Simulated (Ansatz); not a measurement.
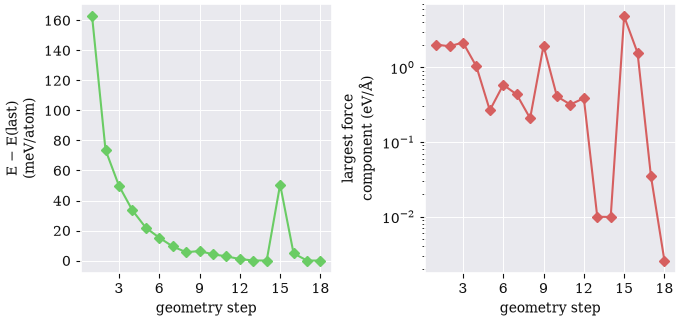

History of a geometry optimisation. Only the atoms move.

Pb₃CO (slab, 5 atoms in the cell); Ansatz, DFT r2SCAN, scalar-relativistic, plane waves, PAW; cutoff 500 eV, 9×9×1 k-mesh, Gaussian smearing of 0.1 eV.

> How did it end, and what did it gain?

The optimisation met its thresholds at geometry 18, counting the start as the first. The energy fell by about 160 meV/atom from the first step to the last. Steps 9, 15 and 16 went uphill and were rejected by the line search. The largest force component goes from about 2 eV/Å at the start to 2.6 × 10⁻³ eV/Å at the end, with a peak of 4.8 eV/Å at step 15.
